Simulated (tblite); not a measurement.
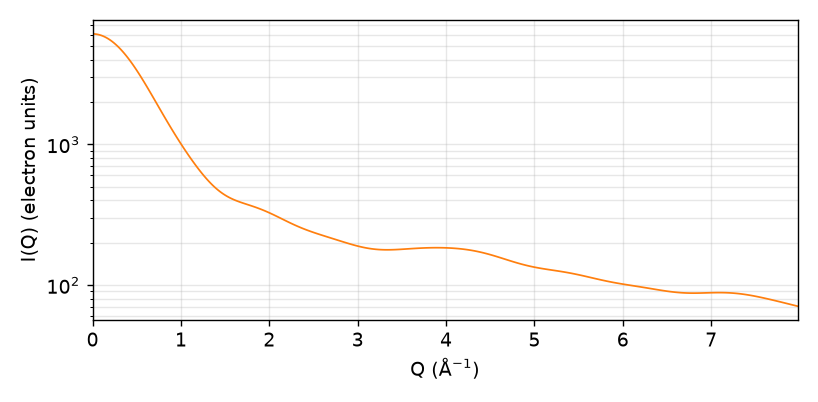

Elastic X-ray scattering of a randomly oriented, rigid molecule, calculated with the Debye equation from neutral-atom form factors (independent atoms, no Compton part, no vibration). The geometry is the end point of an optimisation (GFN2-xTB geometry optimisation, gas phase (tblite)); it may be a saddle point or a higher isomer. It contains C, P, Si, H.

**How many electrons does the independent-atom model of the molecule hold?**

I(0) is the square of the electron number: I(0) = 6080, so about 78 electrons, the count of C6H13PSi.

**What radius of gyration does the initial fall-off give?**

From I(Q) ≈ I(0) exp(−Q²R²/3) at small Q, R ≈ 2.77 Å. It is larger than the electron-weighted radius of the nuclear positions alone (2.65 Å), because each atom's electron cloud adds to it.
